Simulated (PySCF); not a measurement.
**C2H5BS (SMILES B1CSC1) at B2PLYP/ANO-RCC-VDZP (sfX2C)**

What is the vertical singlet–triplet gap of C2H5BS at B2PLYP/ANO-RCC-VDZP (sfX2C)? The job is set up through a Python script.

Program for the calculation: PySCF 2.14.0.

## 1. The system as given

C2H5BS: 9 atoms, total charge 0, spin state singlet. As SMILES, `B1CSC1`. The coordinates come from a PBE0-D4/def2-TZVP relaxation.

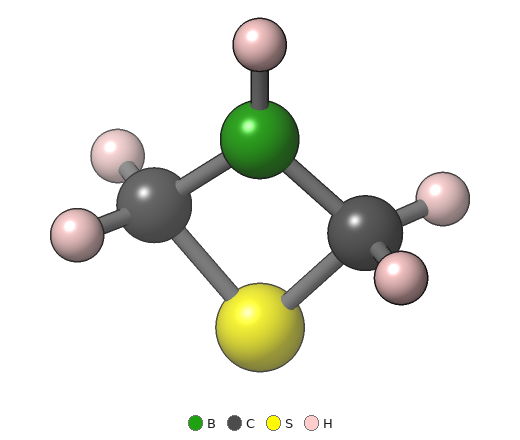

Viewed from a chosen angle; boron green, carbon dark grey, sulfur yellow, hydrogen pink.

## 2. A single-point energy at B2PLYP/ANO-RCC-VDZP (sfX2C)

Contents of geometry.xyz:

```xyz
9

B     -0.398100     0.508200    -0.454700
C      1.130600     0.463000    -0.098000
S      0.830800    -1.041600     0.900400
C     -0.888400    -0.752900     0.342500
H     -1.010100     1.276100    -1.140200
H      1.809600     0.309100    -0.942300
H      1.507700     1.311400     0.481300
H     -1.302200    -1.564800    -0.263400
H     -1.591400    -0.554900     1.157400
```

Contents of input.py:

```python
from pyscf import gto, dft, mp

mol = gto.M(
    atom='geometry.xyz',
    basis='ano-rcc-vdzp',
    verbose=4,
    charge=0,
    max_memory=1860,
    spin=0,
)

calc0 = dft.RKS(mol, xc='0.53*HF + 0.47*B88, 0.73*LYP')
calc0 = calc0.x2c()
calc0.grids.level = 4
calc0.conv_tol = 1e-10
calc0.kernel()
if not calc0.converged:
    calc0 = calc0.newton().run(calc0.mo_coeff, calc0.mo_occ)

pt = mp.MP2(calc0, frozen=8).run()
energy = calc0.e_tot + 0.27 * pt.e_corr
print('PT2 part  %.8f' % (0.27 * pt.e_corr))
print(f'total energy: {energy:.8f} hartree')
```

Run with:

```bash
$ OMP_NUM_THREADS=1 python input.py
```

Standard output:

```text
PySCF version 2.14.0

[INPUT] num. atoms = 9
[INPUT] num. electrons = 38
[INPUT] charge = 0
[INPUT] spin (= nelec alpha-beta = 2S) = 0
[INPUT] symmetry False subgroup None
[INPUT] Mole.unit = angstrom
[INPUT] Symbol           X                Y                Z      unit          X                Y                Z       unit  Magmom
[INPUT]  1 B     -0.398100000000   0.508200000000  -0.454700000000 AA   -0.752299970189   0.960358816504  -0.859258468840 Bohr   0.0
[INPUT]  2 C      1.130600000000   0.463000000000  -0.098000000000 AA    2.136524356433   0.874943195674  -0.185193160207 Bohr   0.0
[INPUT]  3 S      0.830800000000  -1.041600000000   0.900400000000 AA    1.569984464289  -1.968338731347   1.701509402558 Bohr   0.0
[INPUT]  4 C     -0.888400000000  -0.752900000000   0.342500000000 AA   -1.678832689064  -1.422774799185   0.647231197664 Bohr   0.0
[INPUT]  5 H     -1.010100000000   1.276100000000  -1.140200000000 AA   -1.908812358423   2.411479507557  -2.154665727229 Bohr   0.0
[INPUT]  6 H      1.809600000000   0.309100000000  -0.942300000000 AA    3.419648395013   0.584114345103  -1.780688927178 Bohr   0.0
[INPUT]  7 H      1.507700000000   1.311400000000   0.481300000000 AA    2.849140078007   2.478186839755   0.909525183753 Bohr   0.0
[INPUT]  8 H     -1.302200000000  -1.564800000000  -0.263400000000 AA   -2.460801359409  -2.957043439719  -0.497753861210 Bohr   0.0
[INPUT]  9 H     -1.591400000000  -0.554900000000   1.157400000000 AA   -3.007310154633  -1.048609026521   2.187169016572 Bohr   0.0

nuclear repulsion = 144.175605551545
number of shells = 22
number of NR pGTOs = 366
number of NR cGTOs = 85
basis = ano-rcc-vdzp
ecp = {}

******** <class 'pyscf.x2c.sfx2c1e.sfX2C1eRKS'> ********
method = sfX2C1eRKS
initial guess = minao
damping factor = 0
level_shift factor = 0
DIIS = <class 'pyscf.scf.diis.CDIIS'>
diis_start_cycle = 1
diis_space = 8
diis_damp = 0
SCF conv_tol = 1e-10
SCF conv_tol_grad = None
SCF max_cycles = 50
direct_scf = True
direct_scf_tol = 1e-13
XC library pyscf.dft.libxc version 7.0.0
    S. Lehtola, C. Steigemann, M. J.T. Oliveira, and M. A.L. Marques.,  SoftwareX 7, 1–5 (2018)
XC functionals = 0.53*HF + 0.47*B88, 0.73*LYP
    A. D. Becke.,  Phys. Rev. A 38, 3098 (1988)
    C. Lee, W. Yang, and R. G. Parr.,  Phys. Rev. B 37, 785 (1988)
    B. Miehlich, A. Savin, H. Stoll, and H. Preuss.,  Chem. Phys. Lett. 157, 200 (1989)
radial grids:
    Treutler-Ahlrichs [JCP 102, 346 (1995); DOI:10.1063/1.469408] (M4) radial grids

becke partition: Becke, JCP 88, 2547 (1988); DOI:10.1063/1.454033
pruning grids: <function nwchem_prune>
grids dens level: 4
symmetrized grids: False
atomic radii adjust function: <function treutler_atomic_radii_adjust>
small_rho_cutoff = 0

******** <class 'pyscf.x2c.sfx2c1e.SpinFreeX2CHelper'> ********
approx = 1e
xuncontract = 1
Set gradient conv threshold to 1e-05
Initial guess from minao.
tot grids = 192552
init E= -503.461246922834
  HOMO = -0.263032810426659  LUMO = -0.0609106908606938  gap/eV = 5.50002
cycle= 1 E= -502.947444273053  delta_E= 0.514  |g|= 0.223  |ddm|= 4.07
  HOMO = -0.240597821729223  LUMO = 0.000696160242429134  gap/eV = 6.56594
cycle= 2 E= -502.964688413716  delta_E= -0.0172  |g|= 0.0943  |ddm|= 0.454
  HOMO = -0.277716206957661  LUMO = 0.00563543054168569  gap/eV = 7.71039
cycle= 3 E= -502.967443039428  delta_E= -0.00275  |g|= 0.0318  |ddm|= 0.175
  HOMO = -0.268485816195835  LUMO = 0.00608037561867025  gap/eV = 7.47133
cycle= 4 E= -502.967794536205  delta_E= -0.000351  |g|= 0.00555  |ddm|= 0.0498
  HOMO = -0.269189505436439  LUMO = 0.0061981855582709  gap/eV = 7.49368
cycle= 5 E= -502.967804884826  delta_E= -1.03e-05  |g|= 0.000963  |ddm|= 0.008
  HOMO = -0.269160499325697  LUMO = 0.00624190368095467  gap/eV = 7.49408
cycle= 6 E= -502.967805265853  delta_E= -3.81e-07  |g|= 0.000522  |ddm|= 0.002
  HOMO = -0.269205377919698  LUMO = 0.00624767195373721  gap/eV = 7.49546
cycle= 7 E= -502.967805347023  delta_E= -8.12e-08  |g|= 0.000104  |ddm|= 0.000723
  HOMO = -0.269208730260893  LUMO = 0.0062307630248517  gap/eV = 7.49509
cycle= 8 E= -502.967805350786  delta_E= -3.76e-09  |g|= 3.48e-05  |ddm|= 0.00019
  HOMO = -0.269210111325756  LUMO = 0.00624141994020722  gap/eV = 7.49542
cycle= 9 E= -502.967805351224  delta_E= -4.38e-10  |g|= 3.95e-06  |ddm|= 5.26e-05
  HOMO = -0.269210750524645  LUMO = 0.00624019947975007  gap/eV = 7.49540
cycle= 10 E= -502.967805351232  delta_E= -7.62e-12  |g|= 5.66e-07  |ddm|= 8.9e-06
  HOMO = -0.269210782181581  LUMO = 0.00624035479572083  gap/eV = 7.49541
Extra cycle  E= -502.967805351233  delta_E= -7.96e-13  |g|= 2.64e-07  |ddm|= 1.91e-06
converged SCF energy = -502.967805351233

******** <class 'pyscf.mp.mp2.RMP2'> ********
nocc = 11, nmo = 77
frozen orbitals 8
E(RMP2) = -503.585462784947  E_corr = -0.61765743371453
E(SCS-RMP2) = -503.579195090639  E_corr = -0.611389739405931
E_corr(same-spin) = -0.14976828582866
E_corr(oppo-spin) = -0.46788914788587
PT2 part  -0.16676751
total energy: -503.13457286 hartree
```

Run time: 29 s. Hardware: 1 thread of Arm Neoverse V2, shared host; peak memory 0.43 GiB.

## 3. The triplet

geometry.xyz: that of step 2 with these lines changed.

```diff
@@ -1,3 +1,3 @@
 9
-
+C2H5BS
 B     -0.398100     0.508200    -0.454700
```

Contents of job.py:

```python
from pyscf import gto, dft, mp

mol = gto.M(
    atom='geometry.xyz',
    basis='ano-rcc-vdzp',
    spin=2,
    max_memory=1860,
    verbose=4,
)

mf = dft.UKS(mol)
mf.xc = '0.53*HF + 0.47*B88, 0.73*LYP'
mf = mf.x2c()
mf.conv_tol = 1e-10
mf.grids.level = 4
mf.kernel()
if not mf.converged:
    mf = mf.newton().run(mf.mo_coeff, mf.mo_occ)

pt = mp.MP2(mf, frozen=8).run()
etot = mf.e_tot + 0.27 * pt.e_corr
print('PT2 part  %.8f' % (0.27 * pt.e_corr))
print('E(%s) = %.9f' % ('B2PLYP', etot))
```

Run with:

```bash
$ OMP_NUM_THREADS=1 python job.py
```

Standard output:

```text
PySCF version 2.14.0

[... 64 lines left out ...]
[... the frontier-level lines of each cycle are left out ...]
[... 5 lines left out ...]
[... 5 lines left out ...]
[... 5 lines left out ...]
[... 5 lines left out ...]
[... 5 lines left out ...]
[... 5 lines left out ...]
[... 5 lines left out ...]
[... 5 lines left out ...]
[... 5 lines left out ...]
[... 5 lines left out ...]
[... 5 lines left out ...]
[... 3 lines left out ...]


cycle= 13 E= -502.823461936784  delta_E= -4.65e-09  |g|= 1.3e-05  |ddm|= 0.000281


cycle= 14 E= -502.823461939098  delta_E= -2.31e-09  |g|= 5.09e-06  |ddm|= 0.000273


cycle= 15 E= -502.823461939409  delta_E= -3.1e-10  |g|= 2.56e-06  |ddm|= 0.000112


cycle= 16 E= -502.823461939428  delta_E= -1.97e-11  |g|= 1.06e-06  |ddm|= 2.43e-05


Extra cycle  E= -502.82346193943  delta_E= -1.36e-12  |g|= 8.32e-07  |ddm|= 3.42e-06
converged SCF energy = -502.82346193943  <S^2> = 2.0158028  2S+1 = 3.0105168

******** <class 'pyscf.mp.ump2.UMP2'> ********
nocc = (np.int64(12), np.int64(10)), nmo = (77, 77)
frozen orbitals 8
E(UMP2) = -503.429926428899  E_corr = -0.606464489469425
E(SCS-UMP2) = -503.419626813507  E_corr = -0.596164874077778
E_corr(same-spin) = -0.15183751532946
E_corr(oppo-spin) = -0.454626974139965
PT2 part  -0.16374541
E(B2PLYP) = -502.987207352
```

It took 49 s on 1 thread of Arm Neoverse V2, shared host; peak memory 0.45 GiB.

## 4. What came out

At B2PLYP/ANO-RCC-VDZP (sfX2C), 8 core orbitals frozen:

```
                                                         quantity          value
                                            singlet: total energy  -503.13457 Eh
                                singlet: dipole moment (SCF part)         1.70 D
                       singlet: HOMO energy (SCF part's orbitals)       -7.33 eV
                       singlet: LUMO energy (SCF part's orbitals)        0.17 eV
                     singlet: HOMO–LUMO gap (SCF part's orbitals)        7.50 eV
                                            triplet: total energy  -502.98721 Eh
                                triplet: dipole moment (SCF part)         3.78 D
triplet: HOMO energy (SCF part's orbitals) (highest over α and β)       -3.38 eV
                                                    triplet: ⟨S²⟩          2.016
                 vertical energy of the triplet above the singlet       4.010 eV
```

In words: At this shape the triplet lies 4.01 eV (92 kcal/mol) above the singlet. Mulliken charges (singlet) run from -0.17 on S3 to +0.20 on C2; they depend strongly on the basis. Mulliken charges (triplet) run from -0.25 on B1 to +0.24 on S3.
